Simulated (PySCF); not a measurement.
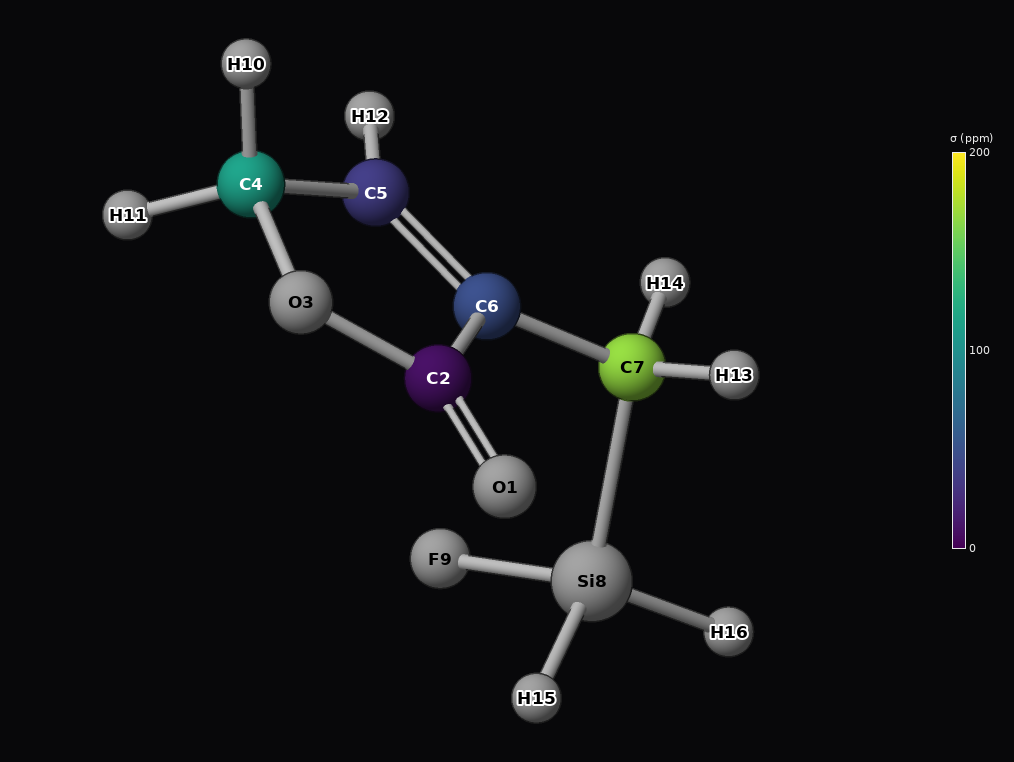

Atoms are coloured by their isotropic NMR shieldings (C only, the others grey). Computed geometry: GFN2-xTB optimisation. No frequency run is at hand to confirm it as a minimum. Level of theory: GIAO PBE0/pcSseg-1 NMR shielding, non-relativistic, gas phase (PySCF 2.14.0).

Give the isotropic NMR shieldings of the C atoms atom by atom.

```tsv
atom	σ (ppm)
C2	8.7
C4	113.5
C5	36.6
C6	48.7
C7	167.2
```

The geometry is semi-empirical. Around Si such bond lengths and angles can be off by a tenth of an ångström or more and by several degrees, and values that hang on the shape move with them.
